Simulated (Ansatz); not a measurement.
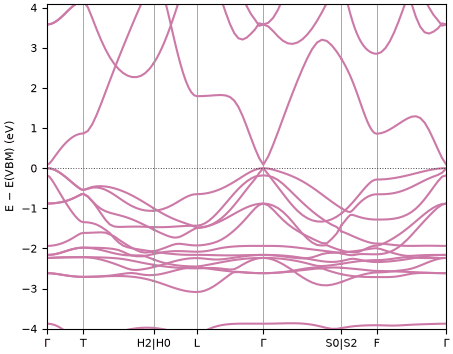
Figure. Band structure from DFT-r²SCAN in the program Ansatz with PAW potentials

### Question
Read off the gap and where the band edges lie.

### Answer
About 0.1 eV (0.09 eV by a search for the band edges); maximum at Γ, minimum at Γ.

### Question
Which compound is it?
(A) CuI, R-3m (Cu on 6c, I on 3a, I on 3b)
(B) SiGe, R-3m (Si on 6c, Ge on 6c)
(C) TePb2S, R-3m (Te on 3b, Pb on 6c, S on 3a)
(D) Ba2NF, R-3m (Ba on 6c, N on 3b, F on 3a)

### Answer
A, CuI, R-3m (Cu on 6c, I on 3a, I on 3b)

The first step of the workflow began from a Materials Project structure, measured or hypothetical; the Crystallography Open Database copy checked does not list it. It is not the phase usual at ambient conditions (space group No. 216). Symmetry was held in the r²SCAN relaxation; whether a distortion lowers the energy is not shown. The run is not spin-polarised. Spin–orbit coupling is left out wherever it is not named.

Potentials: the later of the program's two PAW sets.
